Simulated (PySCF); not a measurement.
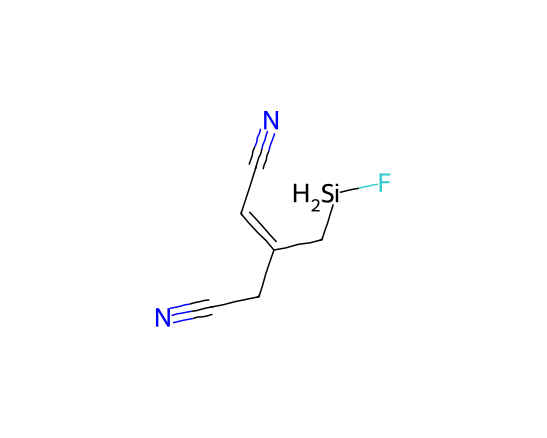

The computed structure is the end point of a GFN2-xTB optimisation. No frequency run is at hand to confirm it as a minimum. Level of theory: PBE0/pcSseg-1, gas phase (PySCF 2.14.0).

Estimate the dipole moment.

2.65 D.

Give the HOMO energy (Kohn–Sham orbital) at this level.

−8.13 eV.

Estimate the LUMO energy (Kohn–Sham orbital).

−1.96 eV.

The geometry is semi-empirical. Around Si such bond lengths and angles can be off by a tenth of an ångström or more and by several degrees, and values that hang on the shape move with them.
